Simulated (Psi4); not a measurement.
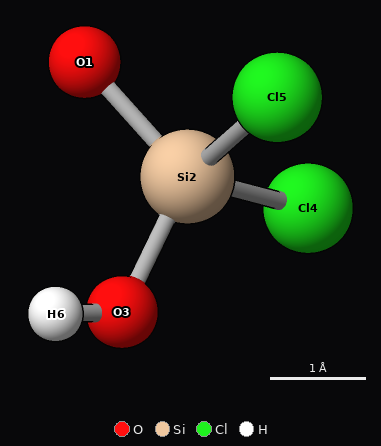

Figure 1. The input geometry (ball-and-stick view, seen at a tilt; atoms are numbered from 1 in the order of the input).

Single-point calculation, with input and output: SiHCl2O2

The run: single-point calculation of SiHCl2O2, multiplicity 2, SMILES [O][Si](O)(Cl)Cl. Method and program: PBE/aug-cc-pVTZ, UKS (Psi4 1.11).

The geometry comes from this level: PBE0-D4/def2-TZVP.

## The input (job.py)
```python
import psi4

psi4.set_memory(1600000000)
psi4.set_num_threads(1)
psi4.set_output_file('cl2ho2si.out', False)

m = psi4.geometry("""
0 2
O     -1.226100     0.180900     1.211600
Si    -0.270900     0.041200    -0.123700
O      1.051900    -0.855800     0.114900
Cl    -1.218400    -0.789200    -1.696000
Cl     0.111400     2.012000    -0.434200
H      1.594100    -0.653200     0.881200
symmetry c1
""")

options = {'basis': 'aug-cc-pVTZ', 'reference': 'uks', 'puream': True, 'scf_type': 'df', 'dft_radial_points': 99, 'dft_spherical_points': 590, 'maxiter': 100}
psi4.set_options(options)

e, wfn = psi4.energy('pbe', return_wfn=True)
print('E =', round(e, 9))
```

Run as:
```bash
python job.py
```

## Log
```
Psi4 1.11 release

   => Loading Basis Set <=

    Name: AUG-CC-PVTZ
    Role: ORBITAL
    Keyword: BASIS

         ---------------------------------------------------------
                                   SCF
                              UKS Reference
                        1 Threads,   1525 MiB Core
         ---------------------------------------------------------

  ==> Geometry <==

    Molecular point group: c1
    Full point group: C1

    Geometry (in Angstrom), charge = 0, multiplicity = 2:

       Center              X                  Y                   Z               Mass
    ------------   -----------------  -----------------  -----------------  -----------------
         O           -0.863496833034    -0.067046806175     1.638191328959    15.994914619570
         SI           0.091703166966    -0.206746806175     0.302891328959    27.976926534650
         O            1.414503166966    -1.103746806175     0.541491328959    15.994914619570
         CL          -0.855796833034    -1.037146806175    -1.269408671041    34.968852682000
         CL           0.474003166966     1.764053193825    -0.007608671041    34.968852682000
         H            1.956703166966    -0.901146806175     1.307791328959     1.007825032230

  Running in c1 symmetry.

  Rotational constants: A =      0.10542  B =      0.06546  C =      0.05655 [cm^-1]
  Rotational constants: A =   3160.53069  B =   1962.47291  C =   1695.44080 [MHz]
  Nuclear repulsion =  366.858493986013968

  Charge       = 0
  Multiplicity = 2
  Electrons    = 65
  Nalpha       = 33
  Nbeta        = 32

  ==> Algorithm <==

  SCF Algorithm Type is DF.
  DIIS enabled.
  MOM disabled.
  Fractional occupation disabled.
  Guess Type is SAD.
  Energy threshold   = 1.00e-06
  Density threshold  = 1.00e-06
  Integral threshold = 1.00e-12

  ==> Primary Basis <==

  Basis Set: AUG-CC-PVTZ
    Blend: AUG-CC-PVTZ
    Number of shells: 85
    Number of basis functions: 265
    Number of Cartesian functions: 312
    Spherical Harmonics?: true
    Max angular momentum: 3

  ==> DFT Potential <==

   => LibXC <=

    Version 7.1.2

   => Composite Functional: PBE <=

    PBE GGA Exchange-Correlation Functional

    Deriv               =              1
    GGA                 =           TRUE
    Meta                =          FALSE

    Exchange Hybrid     =          FALSE
    MP2 Hybrid          =          FALSE

   => Exchange Functionals <=

    1.0000     XC_GGA_X_PBE

   => Correlation Functionals <=

    1.0000     XC_GGA_C_PBE

   => LibXC Density Thresholds  <==

    XC_GGA_C_PBE:  1.00E-12
    XC_GGA_X_PBE:  1.00E-15

   => Molecular Quadrature <=

    Radial Scheme          =       TREUTLER
    Pruning Scheme         =           NONE
    Nuclear Scheme         =       TREUTLER

    Blocking Scheme        =         OCTREE
    BS radius alpha        =              1
    Pruning alpha          =              1
    Radial Points          =             99
    Spherical Points       =            590
    Total Points           =         338166
    Total Blocks           =           2518
    Max Points             =            256
    Max Functions          =            265
    Weights Tolerance      =       1.00E-15

   => Loading Basis Set <=

    Name: (AUG-CC-PVTZ AUX)
    Role: JKFIT
    Keyword: DF_BASIS_SCF

  ==> Integral Setup <==

  DFHelper Memory: AOs need 0.380 GiB; user supplied 0.380 GiB.
  SCF_SUBTYPE=INCORE selected. In-core MEM_DF algorithm will be used.
  Using in-core AOs.

  ==> MemDFJK: Density-Fitted J/K Matrices <==

    J tasked:                   Yes
    K tasked:                    No
    wK tasked:                   No
    Memory [MiB]:               389
    Algorithm:                 Core
    Schwarz Cutoff:           1E-12
    Mask sparsity (%):       0.0313
    Fitting Condition:        1E-10

   => Auxiliary Basis Set <=

  Basis Set: (AUG-CC-PVTZ AUX)
    Blend: AUG-CC-PVTZ-JKFIT
    Number of shells: 200
    Number of basis functions: 692
    Number of Cartesian functions: 857
    Spherical Harmonics?: true
    Max angular momentum: 4

  Cached 33.4% of DFT collocation blocks in 0.709 [GiB].

  Minimum eigenvalue in the overlap matrix is 1.0705464898E-04.
  Reciprocal condition number of the overlap matrix is 1.1356161160E-05.
    Using symmetric orthogonalization.

  ==> Pre-Iterations <==

  SCF Guess: Superposition of Atomic Densities via on-the-fly atomic UHF (no occupation information).

   -------------------------
    Irrep   Nso     Nmo
   -------------------------
     A        265     265
   -------------------------
    Total     265     265
   -------------------------

  ==> Iterations <==

                           Total Energy        Delta E     RMS |[F,P]|

   @DF-UKS iter SAD: -1360.20813421334788   -1.36021e+03   0.00000e+00
   @DF-UKS iter   1: -1359.74092100544658    4.67213e-01   4.91805e-03 DIIS/ADIIS
   @DF-UKS iter   2: -1348.70736104665389    1.10336e+01   1.22064e-02 DIIS/ADIIS
   @DF-UKS iter   3: -1360.04709712478189   -1.13397e+01   3.07732e-03 DIIS/ADIIS
   @DF-UKS iter   4: -1360.07371117269668   -2.66140e-02   3.72947e-03 DIIS/ADIIS
   @DF-UKS iter   5: -1360.46564348123093   -3.91932e-01   8.58405e-04 DIIS/ADIIS
   @DF-UKS iter   6: -1360.47153020652354   -5.88673e-03   9.02305e-04 DIIS/ADIIS
   @DF-UKS iter   7: -1360.49592014561813   -2.43899e-02   2.35187e-04 DIIS/ADIIS
   @DF-UKS iter   8: -1360.49746113962237   -1.54099e-03   1.02290e-04 DIIS/ADIIS
   @DF-UKS iter   9: -1360.49785773201552   -3.96592e-04   3.00042e-05 DIIS
   @DF-UKS iter  10: -1360.49788853763812   -3.08056e-05   1.00061e-05 DIIS
   @DF-UKS iter  11: -1360.49789311935069   -4.58171e-06   6.08039e-06 DIIS
   @DF-UKS iter  12: -1360.49789578606919   -2.66672e-06   4.02337e-06 DIIS
   @DF-UKS iter  13: -1360.49789756796827   -1.78190e-06   2.28662e-06 DIIS
   @DF-UKS iter  14: -1360.49789870243785   -1.13447e-06   1.21418e-06 DIIS
   @DF-UKS iter  15: -1360.49789890932311   -2.06885e-07   2.86259e-07 DIIS
  Energy and wave function converged.

  ==> Post-Iterations <==

   Electrons on quadrature grid:
      Nalpha   =   32.9999999725 ; deviation = -2.754e-08
      Nbeta    =   32.0000001298 ; deviation = 1.298e-07
      Ntotal   =   65.0000001023 ; deviation = 1.023e-07

   @Spin Contamination Metric:   2.956831943E-03
   @S^2 Expected:                7.500000000E-01
   @S^2 Observed:                7.529568319E-01
   @S   Expected:                5.000000000E-01
   @S   Observed:                5.000000000E-01

    Orbital Energies [Eh]
    ---------------------

    Alpha Occupied:

       1A   -100.737066     2A   -100.719820     3A    -65.528882
       4A    -18.817603     5A    -18.800680     6A     -9.221409
       7A     -9.204720     8A     -7.043433     9A     -7.039270
      10A     -7.036777    11A     -7.027049    12A     -7.021175
      13A     -7.020492    14A     -5.150413    15A     -3.563090
      16A     -3.561301    17A     -3.560186    18A     -0.970550
      19A     -0.914375    20A     -0.797288    21A     -0.776946
      22A     -0.543744    23A     -0.459495    24A     -0.411058
      25A     -0.396125    26A     -0.379216    27A     -0.349987
      28A     -0.338411    29A     -0.333857    30A     -0.326666
      31A     -0.313901    32A     -0.307401    33A     -0.293884

    Alpha Virtual:

      34A     -0.049570    35A     -0.016783    36A      0.004714
      37A      0.007000    38A      0.014173    39A      0.029784
      40A      0.036574    41A      0.036786    42A      0.047312
      43A      0.057040    44A      0.060939    45A      0.062326
      46A      0.066850    47A      0.076353    48A      0.094754
      49A      0.102572    50A      0.110437    51A      0.118057
      52A      0.122074    53A      0.124506    54A      0.130648
      55A      0.136136    56A      0.141648    57A      0.157291
      58A      0.168907    59A      0.178511    60A      0.191881
      61A      0.196889    62A      0.212844    63A      0.216524
      64A      0.224635    65A      0.228075    66A      0.245790
      67A      0.249457    68A      0.263866    69A      0.268386
      70A      0.272360    71A      0.278453    72A      0.306936
      73A      0.309002    74A      0.324731    75A      0.330914
      76A      0.337719    77A      0.366455    78A      0.393798
      79A      0.406527    80A      0.424650    81A      0.426467
      82A      0.434976    83A      0.449705    84A      0.453818
      85A      0.472515    86A      0.477125    87A      0.495531
      88A      0.511097    89A      0.540537    90A      0.545500
      91A      0.557053    92A      0.576048    93A      0.586077
      94A      0.604673    95A      0.606896    96A      0.625843
      97A      0.626388    98A      0.640128    99A      0.644782
     100A      0.654970   101A      0.660932   102A      0.675582
     103A      0.680757   104A      0.690539   105A      0.697882
     106A      0.705495   107A      0.724289   108A      0.734838
     109A      0.744191   110A      0.756184   111A      0.764371
     112A      0.765633   113A      0.781319   114A      0.790155
     115A      0.810154   116A      0.835927   117A      0.846729
     118A      0.861179   119A      0.874884   120A      0.883814
     121A      0.907702   122A      0.934713   123A      0.940034
     124A      0.966497   125A      0.991950   126A      1.015359
     127A      1.030732   128A      1.056232   129A      1.077306
     130A      1.101454   131A      1.119300   132A      1.129491
     133A      1.146242   134A      1.167374   135A      1.186009
     136A      1.197102   137A      1.202824   138A      1.221549
     139A      1.228809   140A      1.236343   141A      1.244642
     142A      1.261547   143A      1.264922   144A      1.296093
     145A      1.313298   146A      1.323464   147A      1.373476
     148A      1.405236   149A      1.422703   150A      1.456721
     151A      1.492446   152A      1.501483   153A      1.518427
     154A      1.544533   155A      1.556867   156A      1.587173
     157A      1.611801   158A      1.615252   159A      1.656554
     160A      1.663273   161A      1.672212   162A      1.740780
     163A      1.751567   164A      1.883045   165A      1.909105
     166A      1.914412   167A      1.935601   168A      1.941943
     169A      1.997350   170A      2.031427   171A      2.039681
     172A      2.069315   173A      2.079186   174A      2.093517
     175A      2.135254   176A      2.156448   177A      2.170296
     178A      2.188532   179A      2.190546   180A      2.210584
     181A      2.247360   182A      2.262847   183A      2.281893
     184A      2.283421   185A      2.293762   186A      2.305093
     187A      2.337748   188A      2.379332   189A      2.393773
     190A      2.430935   191A      2.451737   192A      2.462050
     193A      2.519389   194A      2.540326   195A      2.578173
     196A      2.601241   197A      2.611261   198A      2.630740
     199A      2.658063   200A      2.675637   201A      2.690760
     202A      2.699128   203A      2.704067   204A      2.720084
     205A      2.734295   206A      2.761051   207A      2.796283
     208A      2.829885   209A      2.845498   210A      2.859617
     211A      2.870507   212A      2.895330   213A      2.936446
     214A      2.941011   215A      2.967834   216A      3.004898
     217A      3.065122   218A      3.097485   219A      3.212741
     220A      3.404876   221A      3.569172   222A      3.615439
     223A      3.905935   224A      3.927489   225A      4.003261
     226A      4.040175   227A      4.076909   228A      4.146642
     229A      4.213763   230A      4.324635   231A      4.358134
     232A      4.466051   233A      4.893376   234A      4.922636
     235A      5.109613   236A      5.742146   237A      5.854634
     238A      5.967589   239A      5.983774   240A      6.058683
     241A      6.071537   242A      6.109301   243A      6.125284
     244A      6.198890   245A      6.202429   246A      6.220988
     247A      6.252839   248A      6.297226   249A      6.404230
     250A      6.449648   251A      6.465100   252A      6.532984
     253A      6.556443   254A      6.614034   255A      6.642105
     256A      6.663887   257A      6.681212   258A      6.722641
     259A      6.730888   260A      6.897284   261A      7.132910
     262A      7.369314   263A      7.719666   264A     10.967441
     265A     13.984044

    Beta Occupied:

       1A   -100.736110     2A   -100.719727     3A    -65.529020
       4A    -18.800097     5A    -18.798356     6A     -9.220473
       7A     -9.204631     8A     -7.042190     9A     -7.037227
      10A     -7.036179    11A     -7.026977    12A     -7.020915
      13A     -7.020447    14A     -5.150599    15A     -3.563302
      16A     -3.561507    17A     -3.560441    18A     -0.968367
      19A     -0.870316    20A     -0.791152    21A     -0.775155
      22A     -0.542498    23A     -0.453636    24A     -0.405939
      25A     -0.385993    26A     -0.362149    27A     -0.336649
      28A     -0.328274    29A     -0.325379    30A     -0.318512
      31A     -0.306059    32A     -0.280699

    Beta Virtual:

      33A     -0.253492    34A     -0.048389    35A     -0.015669
      36A      0.005931    37A      0.009277    38A      0.015840
      39A      0.030617    40A      0.037343    41A      0.039102
      42A      0.048758    43A      0.059639    44A      0.061570
      45A      0.063808    46A      0.067495    47A      0.076911
      48A      0.095420    49A      0.103057    50A      0.111462
      51A      0.119177    52A      0.122989    53A      0.126012
      54A      0.132516    55A      0.138444    56A      0.141989
      57A      0.158305    58A      0.171995    59A      0.181756
      60A      0.193754    61A      0.198957    62A      0.214100
      63A      0.217179    64A      0.226229    65A      0.230015
      66A      0.246796    67A      0.250651    68A      0.265235
      69A      0.269346    70A      0.273505    71A      0.280277
      72A      0.308950    73A      0.310634    74A      0.325822
      75A      0.333397    76A      0.339102    77A      0.367852
      78A      0.398241    79A      0.407564    80A      0.425407
      81A      0.428135    82A      0.438078    83A      0.452061
      84A      0.456056    85A      0.476813    86A      0.478268
      87A      0.498325    88A      0.513757    89A      0.541694
      90A      0.547409    91A      0.559098    92A      0.578171
      93A      0.589718    94A      0.607081    95A      0.608880
      96A      0.628181    97A      0.630485    98A      0.642244
      99A      0.650827   100A      0.659391   101A      0.663745
     102A      0.678156   103A      0.685247   104A      0.694084
     105A      0.702537   106A      0.707887   107A      0.727863
     108A      0.737034   109A      0.746242   110A      0.758446
     111A      0.766413   112A      0.771527   113A      0.782652
     114A      0.793508   115A      0.813860   116A      0.839991
     117A      0.847896   118A      0.863009   119A      0.879179
     120A      0.886915   121A      0.911204   122A      0.935979
     123A      0.945949   124A      0.968301   125A      0.994957
     126A      1.019072   127A      1.032242   128A      1.060192
     129A      1.079484   130A      1.105609   131A      1.120937
     132A      1.132817   133A      1.152071   134A      1.170855
     135A      1.188007   136A      1.201946   137A      1.206680
     138A      1.223214   139A      1.231102   140A      1.240290
     141A      1.250068   142A      1.263641   143A      1.270145
     144A      1.297428   145A      1.314569   146A      1.324962
     147A      1.376415   148A      1.408588   149A      1.428440
     150A      1.461197   151A      1.496463   152A      1.503969
     153A      1.524746   154A      1.547851   155A      1.564109
     156A      1.591618   157A      1.616325   158A      1.616975
     159A      1.660349   160A      1.666876   161A      1.673973
     162A      1.748860   163A      1.757921   164A      1.897936
     165A      1.926328   166A      1.940933   167A      1.957848
     168A      1.965229   169A      2.009923   170A      2.036164
     171A      2.052001   172A      2.082930   173A      2.089822
     174A      2.105351   175A      2.144046   176A      2.161053
     177A      2.175637   178A      2.191744   179A      2.195642
     180A      2.215705   181A      2.251163   182A      2.266658
     183A      2.286635   184A      2.288685   185A      2.296952
     186A      2.311124   187A      2.344088   188A      2.381377
     189A      2.398970   190A      2.435768   191A      2.456277
     192A      2.470216   193A      2.523101   194A      2.544148
     195A      2.580737   196A      2.609478   197A      2.613199
     198A      2.637117   199A      2.661139   200A      2.680121
     201A      2.695952   202A      2.704358   203A      2.706744
     204A      2.724755   205A      2.737800   206A      2.762484
     207A      2.801528   208A      2.834235   209A      2.849983
     210A      2.862087   211A      2.872704   212A      2.900327
     213A      2.939323   214A      2.942795   215A      2.973029
     216A      3.007582   217A      3.072930   218A      3.103074
     219A      3.215485   220A      3.407610   221A      3.569609
     222A      3.616000   223A      3.913463   224A      3.929771
     225A      4.015437   226A      4.079250   227A      4.122915
     228A      4.153391   229A      4.215543   230A      4.329748
     231A      4.362414   232A      4.476901   233A      4.894895
     234A      4.923860   235A      5.110060   236A      5.743483
     237A      5.870286   238A      6.018638   239A      6.039934
     240A      6.081544   241A      6.104868   242A      6.123935
     243A      6.160397   244A      6.205401   245A      6.219345
     246A      6.257794   247A      6.280776   248A      6.306440
     249A      6.418972   250A      6.527519   251A      6.541413
     252A      6.549758   253A      6.574559   254A      6.652395
     255A      6.661010   256A      6.672940   257A      6.700474
     258A      6.726723   259A      6.746245   260A      6.902175
     261A      7.135122   262A      7.372325   263A      7.721156
     264A     11.007811   265A     13.985228

    Final Occupation by Irrep:
              A
    DOCC [    32 ]
    SOCC [     1 ]
    NA   [    33 ]
    NB   [    32 ]

  @DF-UKS Final Energy: -1360.49789890932311

   => Energetics <=

    Nuclear Repulsion Energy =            366.8584939860139684
    One-Electron Energy =               -2610.4297138907854787
    Two-Electron Energy =                 977.3985535642216291
    DFT Exchange-Correlation Energy =     -94.3252325687730888
    Empirical Dispersion Energy =           0.0000000000000000
    VV10 Nonlocal Energy =                  0.0000000000000000
    Total Energy =                      -1360.4978989093231121

  UHF NO Occupations:
  HONO-2 :   31  A 1.9996018
  HONO-1 :   32  A 1.9994241
  HONO-0 :   33  A 1.0000000
  LUNO+0 :   34  A 0.0005759
  LUNO+1 :   35  A 0.0003982
  LUNO+2 :   36  A 0.0002846
  LUNO+3 :   37  A 0.0001808

Computation Completed

Properties will be evaluated at   0.000000,   0.000000,   0.000000 [a0]

Properties computed using the SCF density matrix

 Multipole Moments:

 ------------------------------------------------------------------------------------
     Multipole            Electronic (a.u.)      Nuclear  (a.u.)        Total (a.u.)
 ------------------------------------------------------------------------------------

 L = 1.  Multiply by 2.5417464519 to convert [e a0] to [Debye]
 Dipole X            :         -1.4642252            2.1885029            0.7242777
 Dipole Y            :          1.6133298           -1.5203648            0.0929650
 Dipole Z            :         -2.3280292            2.4121152            0.0840860
 Magnitude           :                                                    0.7350450

 ------------------------------------------------------------------------------------

	total time  =        100 seconds =       1.67 minutes
```

## Standard output
```
E = -1360.497898909
```

## Results in brief

```tsv
quantity	value
outcome	converged
total energy	−1360.497899 hartree
basis functions	265
⟨S²⟩	0.753
dipole moment	1.87 D
hardware	1 thread of Intel Xeon (Sapphire Rapids), 16 GiB of memory available, shared host
wall time	1.7 min
peak memory	1.4 GiB
```
